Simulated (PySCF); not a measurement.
**Tm(OH)3(NH3): how tightly the ligands are held**

What does it cost to pull a ligand from Tm(OH)3(NH3)? The structure is generated, not taken from experiment.

Method: PBE0, Tm lcecp-1-SVP with ECP58, O def2-SVP, H def2-SVP, N def2-SVP; scalar-relativistic core potentials, no spin–orbit coupling; program: PySCF 2.14.0.

1 further run of the same task is left out (for a known fault of the program).

## Step 1: Where the work starts

11 atoms, charge 0, spin multiplicity 1.

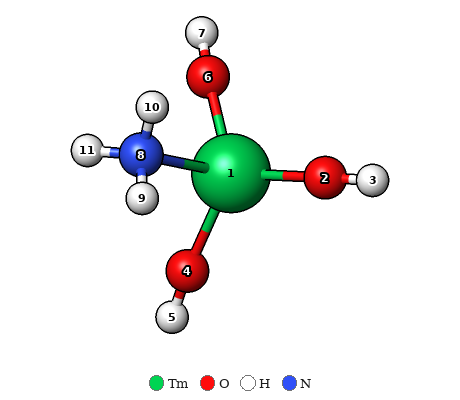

The structure; thulium green, oxygen red, hydrogen white, nitrogen blue; atoms are numbered from 1 in the order of the file.

Geometry (Å):

```xyz
11

Tm    0.1465   -0.1936    0.2430
O     1.1549    1.2950    1.1869
H     1.6778    1.9197    1.6832
O    -1.3942   -1.0889    1.2174
H    -2.0381   -1.5566    1.7443
O     1.0952   -1.2237   -1.2276
H     1.5983   -1.7510   -1.8431
N    -1.2166    1.2402   -1.2197
H    -1.8118    1.8713   -0.6823
H    -0.6386    1.8192   -1.8297
H    -1.8296    0.6891   -1.8213
```

Formal oxidation states: Tm +3. Each metal's 12 4f electrons lie in its core potential, so multiplicities, spins and levels count the valence alone. An earlier session relaxed this geometry at PBE0, Tm lcecp-1-SVP with ECP58, O def2-SVP, H def2-SVP, N def2-SVP (singlet, point group Cs).

## Step 2: OH taken off

The ligand (atoms 2, 3) keeps its formal charge and a closed shell where it can; ligand and rest are solved at the complex's geometry, in vacuum, with the settings of the relaxation.

```
   part  charge    state  energy (Eh)
complex       0  singlet  -322.559590
 ligand      -1  singlet   -75.579101
   rest       1  singlet  -246.589230
```

It took 1.9 s on 2 threads of Arm Neoverse V1, shared host.

## Step 3: Rigid scan of OH

Atoms 2, 3 move together along the line from atom 1; the distance is to the donor, the donors' midpoint or the ring centre. Each point starts from the density of the one before.

```
distance (Å)  energy from the relaxed point (eV)
        1.73                               1.422
        1.83                               0.538
        1.93                               0.115
        2.03                               0.000
        2.13                               0.086
        2.23                               0.299
        2.43                               0.926
        2.73                               2.004
        3.13                               3.317
        3.63                               4.603
```

Wall time 20 s (2 threads of Arm Neoverse V1, shared host).

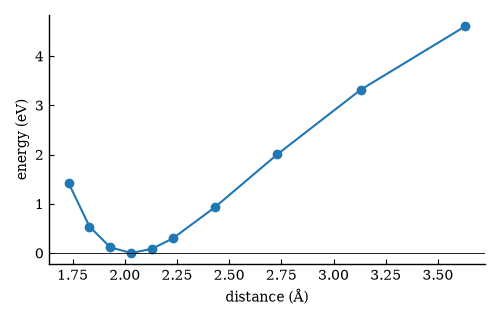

Energy along the rigid scan of OH.

## Step 4: NH3 taken off

The ligand (atoms 8, 9, 10, 11) keeps its formal charge and a closed shell where it can; ligand and rest are solved at the complex's geometry, in vacuum, with the settings of the relaxation.

```
   part  charge    state  energy (Eh)
complex       0  singlet  -322.559590
 ligand       0  singlet   -56.440596
   rest       0  singlet  -266.067211
```

Wall time 1.1 s (2 threads of Arm Neoverse V1, shared host).

## Step 5: Rigid scan of NH3

Atoms 8, 9, 10, 11 move together along the line from atom 1; the distance is to the donor, the donors' midpoint or the ring centre. Each point starts from the density of the one before.

```
distance (Å)  energy from the relaxed point (eV)
        2.16                               0.371
        2.26                               0.141
        2.36                               0.030
        2.46                               0.000
        2.56                               0.022
        2.66                               0.077
        2.86                               0.236
        3.16                               0.497
        3.56                               0.785
        4.06                               1.024
```

Run time: 18 s. Hardware: 2 threads of Arm Neoverse V1, shared host.

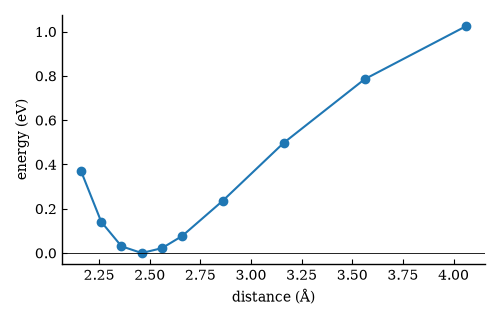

Energy along the rigid scan of NH3.

## Step 6: Outcome

| quantity | value |
| --- | --- |
| taking off OH | 10.65 eV |
| stiffness of the OH contact | 20.1 eV/Å² |
| taking off NH3 | 1.41 eV |
| stiffness of the NH3 contact | 5.3 eV/Å² |

Taking off OH as a fragment of charge -1 costs 10.65 eV, much of it the attraction of the two charges. Near 2.03 Å the OH contact has a stiffness of about 20.1 eV/Å², and the energy stands 4.60 eV higher at 3.63 Å. Taking off NH3 as a fragment of charge +0 costs 1.41 eV. Near 2.46 Å the NH3 contact has a stiffness of about 5.3 eV/Å², and the energy stands 1.02 eV higher at 4.06 Å. The free anion is solved without diffuse functions, no counterpoise correction is made, and the parts aren't relaxed; each of these makes the binding look larger. These are double-zeta-type bases without diffuse functions. Spin–orbit coupling is left out.
